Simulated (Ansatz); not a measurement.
# BH8NSi: shape, modes and thermochemistry

The task is to find a stationary geometry of BH8NSi, then compute its harmonic vibrations to see whether it is a minimum and to get the zero-point energy and entropy, and look at its orbitals and charge.

Program: Ansatz 0.2.0, Gaussian basis. Level of theory: RKS PBE0-D4/def2-TZVP. These are calculated values, not measurements.

Levels to be run: relaxation at PBE-D4/def2-SVP; relaxation at PBE0-D4/def2-TZVP; harmonic vibrations at the same level; a single point in def2-TZVPP for the fields.

## 1. The system as given

11 atoms, charge 0, spin multiplicity 1.

Atoms are counted from 1 here; the program's logs count them from 0.

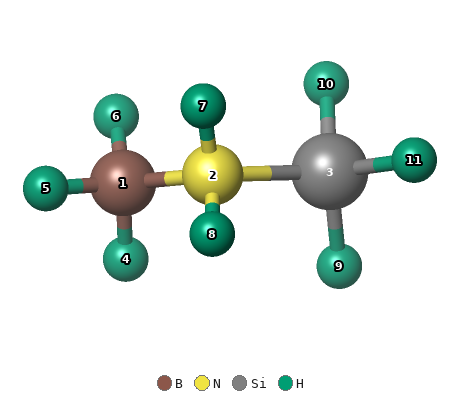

Start geometry, drawn with boron brown, nitrogen yellow, silicon grey, hydrogen teal; atoms are numbered from 1 in the order of the file.

The start is a force-field geometry with small random shifts, so a cheaper pass at PBE-D4/def2-SVP comes first.

## 2. Relaxation at PBE-D4/def2-SVP (cheap first pass)

The input, in.yaml:

```yaml
crystal:
  periodic: [false, false, false]
  atoms:
    - {symbol: B, position_ang: [0.444500, 1.249300, 0.106500]}
    - {symbol: N, position_ang: [0.348100, -0.156000, 0.610200]}
    - {symbol: Si, position_ang: [-0.661500, -1.173500, -0.504400]}
    - {symbol: H, position_ang: [-0.630400, 1.764800, 0.044500]}
    - {symbol: H, position_ang: [1.052400, 1.952700, 0.818800]}
    - {symbol: H, position_ang: [0.896000, 1.351300, -0.989700]}
    - {symbol: H, position_ang: [1.349800, -0.533300, 0.662400]}
    - {symbol: H, position_ang: [-0.037300, -0.152500, 1.557600]}
    - {symbol: H, position_ang: [-1.998900, -0.637800, -0.516300]}
    - {symbol: H, position_ang: [-0.029400, -1.169100, -1.811300]}
    - {symbol: H, position_ang: [-0.668000, -2.552800, 0.042300]}
basis:
  gaussian: {orbitals: def2-SVP}
hamiltonian: {xc: pbe, dispersion: d4}
relax: {f_tol: 0.03, max_steps: 200}
```

The run is started by

```sh
$ ansatz run in.yaml --threads 4 --pin off --events-out ev --progress --plain --max-ram 10444MiB
```

Standard output, cut to the lines that bear on the results:

```text
Functional definition: PBE
  name "PBE"
  cite "Perdew, Burke & Ernzerhof, Phys. Rev. Lett. 77, 3865 (1996) doi:10.1103/PhysRevLett.77.3865"
  parent pbe
[...]
986 factors; their error is unknown
[...]
mean field -10162.14880196 eV, -373.4520803202 hartree, gradient 2.8e-5 eV, S^2 0.000000; 0 other end points of the search recorded, 0 dependent functions left out
[...]
reference -10162.14883906 eV, -373.4520816837 hartree; 17, 17 occupied and 69, 69 virtual orbitals, 986 factors
relax step   1: F+E_penalty+E_count = -10162.33176129 eV  Δ(F+E_penalty+E_count) = +0.000e0 eV  max|allowed force component| = 2.433e0 eV/Å  Δτ_max = 0.0000 Å  (25 SCF iters, accepted)
[...]
relax step   4: F+E_penalty+E_count = -10162.77582416 eV  Δ(F+E_penalty+E_count) = +2.248e-2 eV  max|allowed force component| = 3.912e-1 eV/Å  Δτ_max = 0.0709 Å  (27 SCF iters, rejected (line search))
[...]
relax step   5: F+E_penalty+E_count = -10162.80226943 eV  Δ(F+E_penalty+E_count) = -3.966e-3 eV  max|allowed force component| = 1.876e-2 eV/Å  Δτ_max = 0.0194 Å  (28 SCF iters, accepted)
986 factors; their error is unknown
mean field -10162.61937700 eV, -373.4693736340 hartree, gradient 9.6e-6 eV, S^2 0.000000; 1 other end points of the search recorded, 0 dependent functions left out
[...]
reference -10162.61941436 eV, -373.4693750069 hartree; 17, 17 occupied and 69, 69 virtual orbitals, 986 factors
Total energy: -10162.80230679 eV, -373.4760961795 hartree
Atom 0 at     0.427685     1.372693     0.067473 Å, force     0.005943     0.003739     0.004678 eV/Å
Atom 1 at     0.367547    -0.188337     0.625785 Å, force     0.011659     0.001793     0.018765 eV/Å
Atom 2 at    -0.655773    -1.196735    -0.504380 Å, force     0.001636    -0.001322     0.003058 eV/Å
Atom 3 at    -0.744056     1.757259     0.045014 Å, force     0.001901    -0.000660    -0.000796 eV/Å
Atom 4 at     1.125590     1.999231     0.865222 Å, force    -0.003293    -0.002504    -0.004142 eV/Å
Atom 5 at     0.928373     1.297575    -1.057245 Å, force    -0.001315     0.002850     0.000527 eV/Å
Atom 6 at     1.329883    -0.552713     0.702016 Å, force    -0.013437     0.001477    -0.007086 eV/Å
Atom 7 at    -0.008991    -0.184992     1.586436 Å, force    -0.002035    -0.002243    -0.014375 eV/Å
Atom 8 at    -2.023077    -0.598745    -0.495801 Å, force     0.001094    -0.001502    -0.001001 eV/Å
Atom 9 at     0.010730    -1.156441    -1.839037 Å, force    -0.002133    -0.001242     0.000616 eV/Å
Atom 10 at    -0.692610    -2.605696     0.025117 Å, force    -0.000019    -0.000387    -0.000243 eV/Å
Dipole moment:    -0.071695    -1.009208     0.311378 e Å
```

Wall time 3.5 s (4 threads of Arm Neoverse V2, shared host).

Relaxation path: (the energy doesn't fall at every step)

| step | energy from step 1 (eV) | largest force component (eV/Å) |
| --- | --- | --- |
| 1 | 0.0000 | 2.4334 |
| 2 | -0.3711 | 1.5367 |
| 3 | -0.4665 | 0.1805 |
| 4 | -0.4441 | 0.3912 |
| 5 | -0.4705 | 0.0188 |

Close pairs (by a distance rule), those that changed most:

| bond | before (Å) | after (Å) | change (Å) |
| --- | --- | --- | --- |
| B1–N2 | 1.496 | 1.659 | +0.163 |
| B1–H5 | 1.171 | 1.231 | +0.060 |
| Si3–H9 | 1.441 | 1.492 | +0.052 |
| B1–H6 | 1.190 | 1.233 | +0.043 |
| Si3–H10 | 1.452 | 1.492 | +0.041 |
| N2–H7 | 1.072 | 1.032 | -0.040 |
| B1–H4 | 1.194 | 1.233 | +0.040 |
| Si3–H11 | 1.484 | 1.506 | +0.022 |

## 3. Optimising with PBE0-D4/def2-TZVP

The input, in.yaml:

```yaml
crystal:
  periodic: [false, false, false]
  atoms:
    - {symbol: B, position_ang: [0.427685, 1.372693, 0.067473]}
    - {symbol: N, position_ang: [0.367547, -0.188337, 0.625785]}
    - {symbol: Si, position_ang: [-0.655773, -1.196735, -0.504380]}
    - {symbol: H, position_ang: [-0.744056, 1.757259, 0.045014]}
    - {symbol: H, position_ang: [1.125590, 1.999231, 0.865222]}
    - {symbol: H, position_ang: [0.928373, 1.297575, -1.057245]}
    - {symbol: H, position_ang: [1.329883, -0.552713, 0.702016]}
    - {symbol: H, position_ang: [-0.008991, -0.184992, 1.586436]}
    - {symbol: H, position_ang: [-2.023077, -0.598745, -0.495801]}
    - {symbol: H, position_ang: [0.010730, -1.156441, -1.839037]}
    - {symbol: H, position_ang: [-0.692610, -2.605696, 0.025117]}
basis:
  gaussian: {orbitals: def2-TZVP}
hamiltonian: {xc: pbe0, dispersion: d4}
relax: {f_tol: 0.005, max_steps: 150}
```

Same command.

Standard output, cut to the lines that bear on the results:

```text
Functional definition: PBE0
  name "PBE0"
  cite "Adamo & Barone, J. Chem. Phys. 110, 6158 (1999) doi:10.1063/1.478522"
  cite "Perdew, Burke & Ernzerhof, Phys. Rev. Lett. 77, 3865 (1996) doi:10.1103/PhysRevLett.77.3865"
  parent pbe
[...]
944 factors; their error is unknown
[...]
mean field -10169.40600626 eV, -373.7187776591 hartree, gradient 7.6e-6 eV, S^2 0.000000; 0 other end points of the search recorded, 0 dependent functions left out
[...]
reference -10169.40604227 eV, -373.7187789824 hartree; 17, 17 occupied and 130, 130 virtual orbitals, 944 factors
relax step   1: F+E_penalty+E_count = -10169.55858444 eV  Δ(F+E_penalty+E_count) = +0.000e0 eV  max|allowed force component| = 6.072e-1 eV/Å  Δτ_max = 0.0000 Å  (26 SCF iters, accepted)
[...]
Atom 1 at     0.365285    -0.196262     0.625695 Å, force    -0.000611    -0.000627    -0.000546 eV/Å
Atom 2 at    -0.642153    -1.173498    -0.493382 Å, force    -0.001003     0.004888    -0.003427 eV/Å
Atom 3 at    -0.734377     1.727000     0.039840 Å, force     0.001132     0.000087    -0.000176 eV/Å
Atom 4 at     1.106718     1.979556     0.844980 Å, force    -0.000653    -0.001253    -0.000327 eV/Å
Atom 5 at     0.910515     1.275689    -1.043877 Å, force    -0.000463     0.000573     0.001030 eV/Å
Atom 6 at     1.314692    -0.551734     0.695441 Å, force     0.002571    -0.000191    -0.000566 eV/Å
Atom 7 at    -0.010151    -0.187628     1.569930 Å, force    -0.001356     0.000942     0.002009 eV/Å
Atom 8 at    -1.994266    -0.584237    -0.487559 Å, force     0.001492    -0.002417    -0.000596 eV/Å
Atom 9 at     0.013028    -1.134516    -1.814240 Å, force    -0.001909    -0.001400     0.001571 eV/Å
Atom 10 at    -0.685556    -2.568771     0.019711 Å, force     0.000205    -0.001617     0.000955 eV/Å
Dipole moment:    -0.053206    -0.945349     0.313031 e Å
```

It took 7 s on 4 threads of Arm Neoverse V2, shared host.

Step by step:

| step | energy from step 1 (eV) | largest force component (eV/Å) |
| --- | --- | --- |
| 1 | 0.0000 | 0.6072 |
| 2 | -0.0383 | 0.2336 |
| 3 | -0.0435 | 0.0422 |
| 4 | -0.0436 | 0.0104 |
| 5 | -0.0437 | 0.0049 |

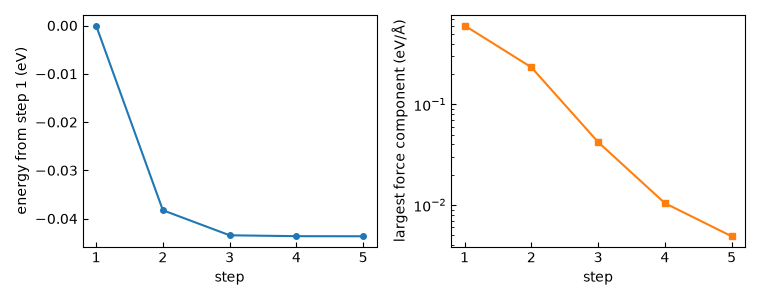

Energy and force, step by step.

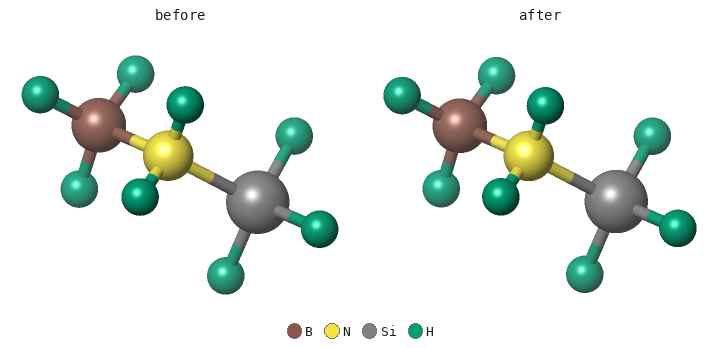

The geometry before (left) and after (right).

Distances of close pairs at the start and the end, largest changes first:

| bond | before (Å) | after (Å) | change (Å) |
| --- | --- | --- | --- |
| N2–Si3 | 1.828 | 1.795 | -0.033 |
| B1–H5 | 1.231 | 1.211 | -0.020 |
| B1–H4 | 1.233 | 1.214 | -0.020 |
| B1–H6 | 1.233 | 1.214 | -0.020 |
| Si3–H11 | 1.506 | 1.487 | -0.018 |
| Si3–H9 | 1.492 | 1.475 | -0.017 |
| Si3–H10 | 1.492 | 1.475 | -0.017 |
| N2–H7 | 1.032 | 1.016 | -0.016 |

Mulliken charges at the end point, from the run's report:

| atom | value (e) |
| --- | --- |
| B1 | -0.35 |
| N2 | -0.34 |
| Si3 | 0.21 |
| H4 | -0.03 |
| H5 | -0.03 |
| H6 | -0.03 |
| H7 | 0.27 |
| H8 | 0.27 |
| H9 | 0.02 |
| H10 | 0.02 |
| H11 | -0.02 |

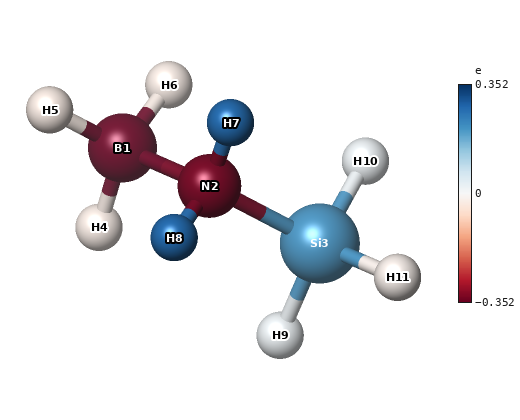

Mulliken charges at the end point, from the run's report, as colours on the atoms.

## 4. Harmonic vibrations

The input, in.yaml:

```yaml
crystal:
  periodic: [false, false, false]
  atoms:
    - {symbol: B, position_ang: [0.421567, 1.357500, 0.064061]}
    - {symbol: N, position_ang: [0.365285, -0.196262, 0.625695]}
    - {symbol: Si, position_ang: [-0.642153, -1.173498, -0.493382]}
    - {symbol: H, position_ang: [-0.734377, 1.727000, 0.039840]}
    - {symbol: H, position_ang: [1.106718, 1.979556, 0.844980]}
    - {symbol: H, position_ang: [0.910515, 1.275689, -1.043877]}
    - {symbol: H, position_ang: [1.314692, -0.551734, 0.695441]}
    - {symbol: H, position_ang: [-0.010151, -0.187628, 1.569930]}
    - {symbol: H, position_ang: [-1.994266, -0.584237, -0.487559]}
    - {symbol: H, position_ang: [0.013028, -1.134516, -1.814240]}
    - {symbol: H, position_ang: [-0.685556, -2.568771, 0.019711]}
basis:
  gaussian: {orbitals: def2-TZVP}
hamiltonian: {xc: pbe0, dispersion: d4}
phonons: {temperatures: {t_min: 298.15, t_max: 900, t_step: 200}}
```

Launched as before.

Standard output, cut to the lines that bear on the results:

```text
Functional definition: PBE0
  name "PBE0"
  cite "Adamo & Barone, J. Chem. Phys. 110, 6158 (1999) doi:10.1063/1.478522"
  cite "Perdew, Burke & Ernzerhof, Phys. Rev. Lett. 77, 3865 (1996) doi:10.1103/PhysRevLett.77.3865"
  parent pbe
[...]
944 factors; their error is unknown
[...]
mean field -10169.44920529 eV, -373.7203651941 hartree, gradient 6.9e-6 eV, S^2 0.000000; 0 other end points of the search recorded, 0 dependent functions left out
[...]
reference -10169.44924094 eV, -373.7203665042 hartree; 17, 17 occupied and 130, 130 virtual orbitals, 944 factors
[...]
944 factors; their error is unknown
[...]
mean field -10169.44909255 eV, -373.7203610510 hartree, gradient 2.9e-6 eV, S^2 0.000000; 0 other end points of the search recorded, 0 dependent functions left out
[...]
reference -10169.44912820 eV, -373.7203623611 hartree; 17, 17 occupied and 130, 130 virtual orbitals, 944 factors
[...]
944 factors; their error is unknown
[...]
WARN: phonons: modes at or below zero, which the zero-point energy, F, S and C_V leave out: 1, the lowest at -106.25 cm⁻¹. A minimum has none, and a first-order saddle one
[...]
Atom 3 at    -0.734377     1.727000     0.039840 Å, force     0.001121     0.000095    -0.000177 eV/Å
Atom 4 at     1.106718     1.979556     0.844980 Å, force    -0.000654    -0.001254    -0.000330 eV/Å
Atom 5 at     0.910515     1.275689    -1.043877 Å, force    -0.000464     0.000584     0.001034 eV/Å
Atom 6 at     1.314692    -0.551734     0.695441 Å, force     0.002569    -0.000190    -0.000571 eV/Å
Atom 7 at    -0.010151    -0.187628     1.569930 Å, force    -0.001365     0.000940     0.002019 eV/Å
Atom 8 at    -1.994266    -0.584237    -0.487559 Å, force     0.001488    -0.002416    -0.000595 eV/Å
Atom 9 at     0.013028    -1.134516    -1.814240 Å, force    -0.001911    -0.001402     0.001574 eV/Å
Atom 10 at    -0.685556    -2.568771     0.019711 Å, force     0.000204    -0.001625     0.000957 eV/Å
Dipole moment:    -0.053206    -0.945349     0.313031 e Å
Vibrations: -106.25 205.52 217.96 557.72 591.80 664.47 689.02 736.43 906.21 930.77 946.18 946.46 976.08 1109.74 1110.30 1177.90 1180.29 1184.74 1600.54 2224.38 2287.74 2303.15 2437.87 2492.97 2508.28 3500.79 3568.97 cm⁻¹, zero-point energy 2.297197 eV
```

Wall time 49 s (4 threads of Arm Neoverse V2, shared host).

Motions are named by where the mode's potential energy lies. The modes, unscaled (a negative number is an imaginary wavenumber):

| mode | cm⁻¹ | motion |
| --- | --- | --- |
| 1 | -106 | torsion |
| 2 | 206 | torsion |
| 3 | 218 | bend |
| 4 | 558 | torsion with bend |
| 5 | 592 | bend with B–N stretch |
| 6 | 664 | bend |
| 7 | 689 | Si–N stretch with bend |
| 8 | 736 | B–N and Si–N stretch |
| 9 | 906 | bend |
| 10 | 931 | bend with torsion |
| 11 | 946 | bend |
| 12 | 946 | bend with torsion |
| 13 | 976 | bend with torsion |
| 14 | 1110 | bend |
| 15 | 1110 | bend |
| 16 | 1178 | bend |
| 17 | 1180 | bend |
| 18 | 1185 | bend |
| 19 | 1601 | bend |
| 20 | 2224 | Si–H stretch |
| 21 | 2288 | Si–H stretch |
| 22 | 2303 | Si–H stretch |
| 23 | 2438 | B–H stretch |
| 24 | 2493 | B–H stretch |
| 25 | 2508 | B–H stretch |
| 26 | 3501 | N–H stretch |
| 27 | 3569 | N–H stretch |

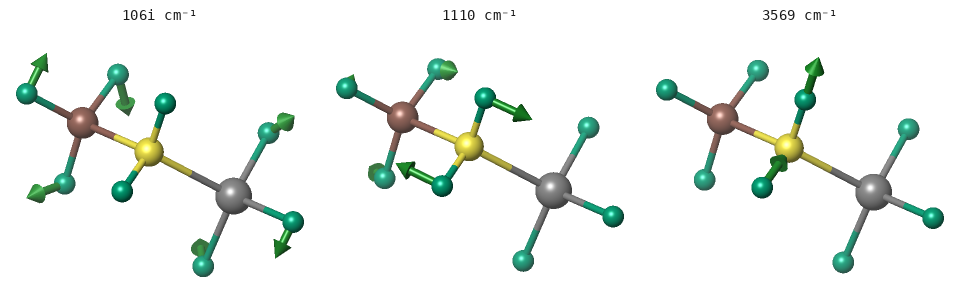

How the atoms move in 3 of the modes.

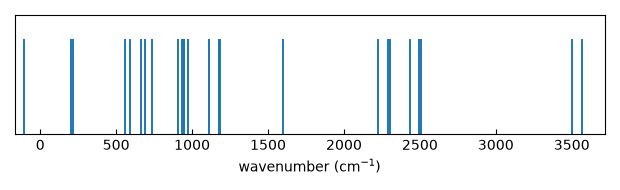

The harmonic wavenumbers as sticks (no intensities were computed).

No thermochemistry is derived: a mode is imaginary or nearly free.

## 5. Fields at the relaxed geometry

Changes to in.yaml since step 4:

```diff
@@ -15,4 +15,4 @@
 basis:
-  gaussian: {orbitals: def2-TZVP}
+  gaussian: {orbitals: def2-TZVPP}
 hamiltonian: {xc: pbe0, dispersion: d4}
-phonons: {temperatures: {t_min: 298.15, t_max: 900, t_step: 200}}
+output: {orbitals: {seedname: orbitals}}
```

Same command.

Standard output:

```text
Functional definition: PBE0
  name "PBE0"
  cite "Adamo & Barone, J. Chem. Phys. 110, 6158 (1999) doi:10.1063/1.478522"
  cite "Perdew, Burke & Ernzerhof, Phys. Rev. Lett. 77, 3865 (1996) doi:10.1103/PhysRevLett.77.3865"
  parent pbe
  parameter a = 0.25
  parameter kappa = 0.804
  parameter beta = 0.06672455060314922
  exchange = (1 - a)*pbe_x(kappa = kappa, mu = beta*pi^2/3) + a*exact_x
  correlation = pbe_c(beta = beta)
1087 factors; their error is unknown
mean field evaluation 1: about -10163.7694 eV, gradient 5.1e1 eV
mean field evaluation 2: about -10159.9360 eV, gradient 6.5e1 eV
mean field evaluation 4: about -10169.4894 eV, gradient 2.4e0 eV
mean field evaluation 8: about -10169.5217 eV, gradient 2.8e-2 eV
mean field -10169.52167508 eV, -373.7230284100 hartree, gradient 3.0e-5 eV, S^2 0.000000; 0 other end points of the search recorded, 0 dependent functions left out
reference -10169.52171042 eV, -373.7230297085 hartree; 17, 17 occupied and 199, 199 virtual orbitals, 1087 factors
Total energy: -10169.67474579 eV, -373.7286536548 hartree
```

It took 1.2 s on 4 threads of Arm Neoverse V2, shared host.

Orbitals, density, ELF and potential are computed afterwards from the orbital file.

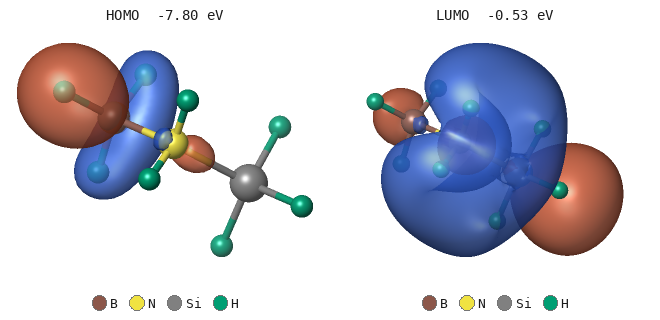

Frontier orbitals at PBE0-D4/def2-TZVPP; each surface holds 70 % of the orbital's density, blue and red mark the sign.

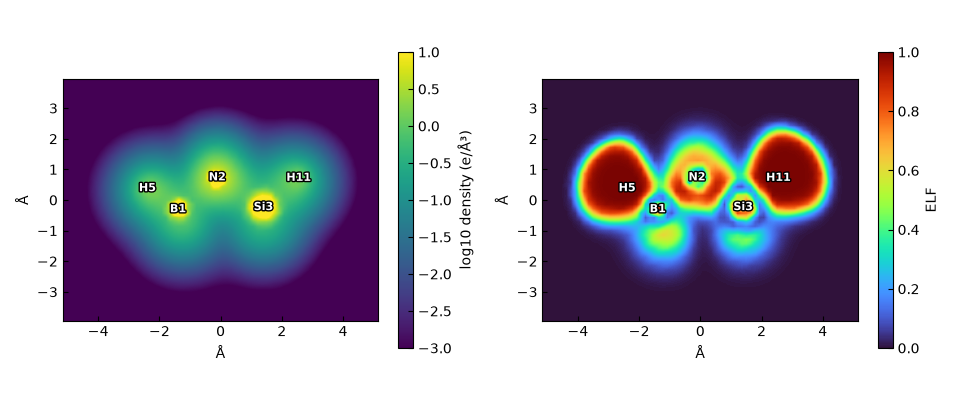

Density (left) and ELF (right) in a plane through or near 5 of the atoms.

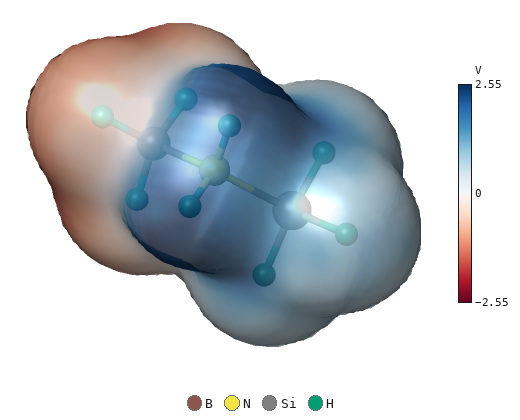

The potential that a unit positive charge feels on the 0.002 e/bohr³ surface, from -1.50 to 2.55 V.

## 6. Summary of results

```
                  quantity            value
               point group               Cs
                     steps            5 + 5
shift from the start (rms)          0.071 Å
              total energy   -10169.6023 eV
           dispersion term         -153 meV
             dipole moment           4.79 D
lowest, highest wavenumber  -106, 3569 cm⁻¹
                HOMO, LUMO  -7.80, -0.53 eV
```

**Reading.** The atoms moved 0.07 Å (rms) from the start; the bond that changed most is B1–N2, from 1.496 to 1.653 Å. 1 imaginary mode (down to -106 cm⁻¹): the end point is a saddle, not a minimum. The stiffest mode, 3569 cm⁻¹, is an N–H stretch. Harmonic hybrid wavenumbers usually lie a few per cent above measured fundamentals. The largest Mulliken charge, -0.35 e, sits on B1. The HOMO lies mostly on H5 48 %; B1 18 % and the LUMO on 5 H atoms about 14 % each; Si3 13 %.
